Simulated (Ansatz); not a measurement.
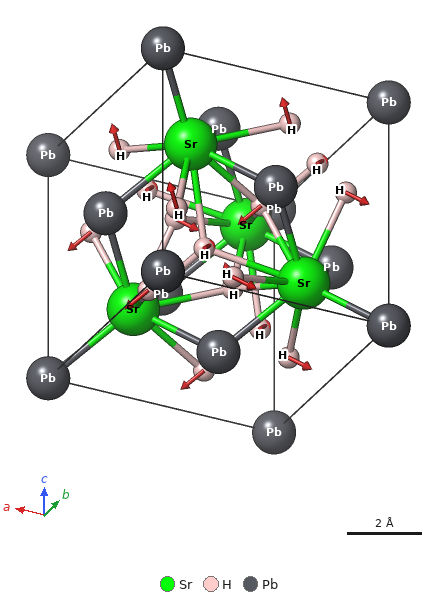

A relaxation of crystalline SrH4Pb (built on the HoCdCu4 type). The starting structure is drawn; red arrows show the displacements, 20 times their true length.

The picture is a ball-and-stick view of the conventional cell (4 times the calculation's cell), seen from a free direction. Lengths and directions refer to the drawn axes.

Case: HoCdCu4 type (F-43m, No. 216).

Method: Ansatz 0.2.0, DFT r2SCAN, scalar-relativistic, plane waves, PAW.

The input:
```yaml
crystal:
  lattice:
    - [0.0, 3.446775929, 3.446775929]
    - [3.446775929, 0.0, 3.446775929]
    - [3.446775929, 3.446775929, 0.0]
  atoms:
    - { symbol: Sr, position: [0.25, 0.25, 0.25] }
    - { symbol: H, position: [0.62577, 0.12269, 0.62577] }
    - { symbol: H, position: [0.62577, 0.62577, 0.12269] }
    - { symbol: H, position: [0.62577, 0.62577, 0.62577] }
    - { symbol: H, position: [0.12269, 0.62577, 0.62577] }
    - { symbol: Pb, position: [0.0, 0.0, 0.0] }
basis:
  ecutwfc: 500
kpoints:
  mp_grid: { grid: [10, 10, 10] }
hamiltonian:
  xc: r2scan
scf:
  occupations: { method: gaussian, width: 0.02 }
output:
  forces: true
  stress: true
  eigenvalues: true
relax:
  adjacent_minimum: "off"
  f_tol: 0.01
  max_steps: 80
  cell: { stress_tol: 0.05 }
```

Command:
```bash
ansatz run input.yaml --threads 1 --pin off --max-ram 2560MiB --backend cpu --events-out ev --progress --plain --runs-dir out
```

Question: What happened in the run?

Answer: The largest moves relative to the cell, 0.042 Å, are those of H2, H3, H4 and H5. H3 goes along [1 1 1]. Sr and Pb stay in place. Cell: a = b = c 6.894 → 6.906 Å (+0.2 %). Volume +0.5 %. Near-neighbour distances that change, for instance: Sr1–Pb6 2.985 → 2.990 Å. The space group stays F-43m (No. 216). Over 2 accepted moves (3 points after the start) the energy falls by 6.0 meV per cell of the calculation. The largest force component goes from 0.04 to 0.00069 eV/Å. Pressure: 0.30 GPa at the start and 0.03 GPa at the end. At 1 point the geometry stayed and the basis and grid were re-selected for the new cell (energy shift of 0.1 meV per cell of the calculation at most each time). Cost: 74 s on 1 thread of Intel(R) Xeon(R) Platinum 8259CL CPU @ 2.50GHz (Skylake/Cascade Lake), on a shared host, peak memory 0.59 GiB.
